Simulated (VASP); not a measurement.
Band structure of MoSi2 (MoSi2 type). Computed with r2SCAN meta-GGA, VASP's PBE PAW potentials (set 64) (plane waves; VASP 6.6.1).

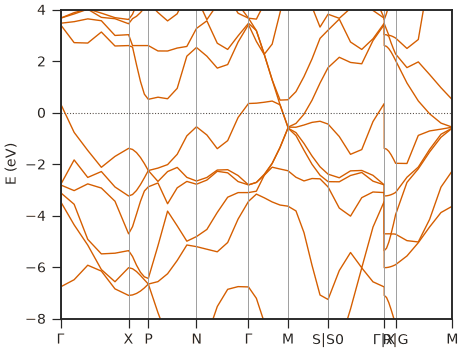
Figure. Bands along high-symmetry lines, zero at the valence-band maximum or, without a gap, the Fermi level

Task: Read the plot: is there a gap, and where are the band edges?

Result: It has no gap at this level: it comes out as a metal or semimetal.

The compound is MoSi2 in the MoSi2 type structure. It was relaxed first.
